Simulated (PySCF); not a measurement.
C₂H₄BBr, SMILES `BC(=C)Br`.

Method: cc-pVDZ basis; geometry: GFN2-xTB; program: PySCF. No frequency check shows the geometry to be a minimum. GFN2-xTB bond lengths at metals and heavier atoms can be off by up to 0.1 Å and shapes distorted, which carries into these values.

Input

```python
import numpy as np
from pyscf import gto, scf, dft, mcscf, mrpt
from pyscf.mcscf import avas

def solve(mol, dm0=None, hcore=None):
    mf = scf.ROHF(mol) if mol.spin else scf.RHF(mol)
    mf = mf.density_fit(auxbasis='def2-universal-jkfit')
    mf.conv_tol, mf.max_cycle = 1e-8, 80
    if hcore is not None:
        mf.get_hcore = lambda *args: hcore
    mf.kernel(dm0)
    if not mf.converged:
        mf = mf.newton().run(mf.mo_coeff, mf.mo_occ, max_cycle=30)
    assert mf.converged, 'SCF not converged'
    return mf

mol = gto.M(atom='''
B     -1.77438     1.31780     0.00000
C     -1.01400    -0.02425     0.00000
C     -1.57679    -1.23392     0.00000
Br     0.92051     0.02347     0.00000
H     -2.94110     1.28583     0.00000
H     -1.19900     2.33196     0.00000
H     -2.65043    -1.32664     0.00000
H     -1.01056    -2.15270     0.00000
''', basis='cc-pvdz', charge=0, spin=0, verbose=4)
mf = solve(mol)
ncas, nel, orbs = avas.avas(mf, ['B 2pz', 'C 2pz'], threshold=0.5, openshell_option=3)
print('active space', nel, ncas)
assert 2 <= ncas <= 10, 'active space too large or empty'
mc = mcscf.CASSCF(mf, ncas, nel)
mc.natorb, mc.max_cycle_macro = True, 60
mc.fix_spin_(ss=mol.spin / 2 * (mol.spin / 2 + 1))
mc.kernel(orbs)
occ = mc.mo_occ[mc.ncore:mc.ncore + ncas]
print('natural occupations', occ.round(4))
e2 = mrpt.NEVPT(mc).kernel()
out = dict(c=mc.mo_coeff[:, mc.ncore:mc.ncore + ncas], occ=occ, e=mc.e_tot, e2=e2, ehf=mf.e_tot, ok=mc.converged, nel=nel, w0=abs(mc.ci).max() ** 2, dm=mc.make_rdm1())
# the other spin state at the same geometry
other = mol.copy().set(spin=2).build()
mo = scf.ROHF(other).density_fit(auxbasis='def2-universal-jkfit').run()
na = (nel + other.spin) // 2
m2 = mcscf.CASSCF(mo, ncas, (na, nel - na))
m2.natorb = True
m2.fix_spin_(ss=other.spin / 2 * (other.spin / 2 + 1))
m2.kernel(mc.mo_coeff)
e2o = mrpt.NEVPT(m2).kernel()
print('other state above this one / eV: CASSCF', (m2.e_tot - mc.e_tot) * 27.211386, 'NEVPT2', (m2.e_tot + e2o - mc.e_tot - e2) * 27.211386)
np.savez('result.npz', eo=m2.e_tot, e2o=e2o, oko=m2.converged, occo=m2.mo_occ[mc.ncore:mc.ncore + ncas], co=m2.mo_coeff[:, mc.ncore:mc.ncore + ncas], **out)
```

Command:

```sh
OMP_NUM_THREADS=1 python input.py
```

The run took 61 s on 1 thread of Arm Neoverse V1 (shared host), peak memory 0.24 GiB.

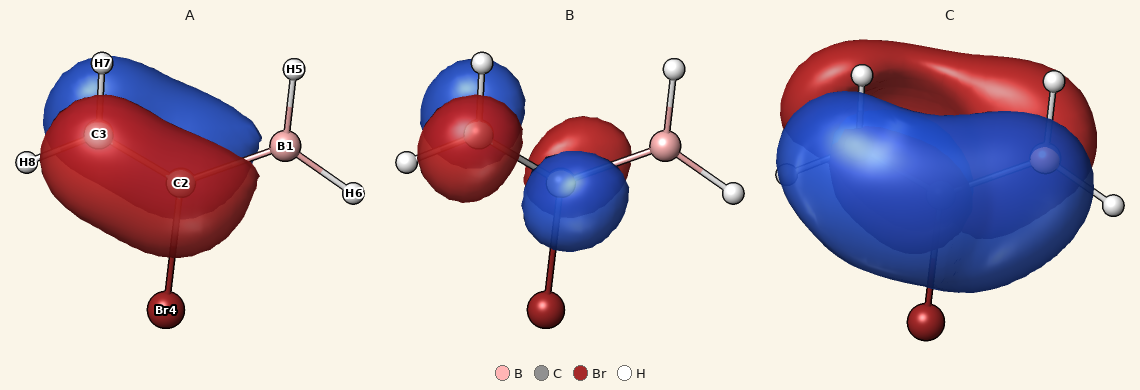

Natural orbitals of the π active space, CASSCF(2,3), singlet state, in order of falling occupation.

What are the natural occupation numbers?

Answer. A 1.91, B 0.08, C 0.00.

How multiconfigurational is the state?

Answer. The leading determinant weighs 0.96; the effective number of unpaired electrons, Σ n²(2−n)², is 0.06; the most occupied of the weakly occupied orbitals holds 0.08 e, as in an ordinary closed-shell π system. The active space lowers the energy by 0.80 eV against Hartree–Fock.

Where does the lowest triplet lie relative to the singlet, at this geometry and within this active space?

Answer. 3.75 eV above it by strongly contracted NEVPT2 (+3.71 eV by CASSCF); a small basis tends to put such gaps a few tenths of an eV too high. This is a vertical energy for π states alone; a state that uses lone pairs or σ orbitals may lie lower.
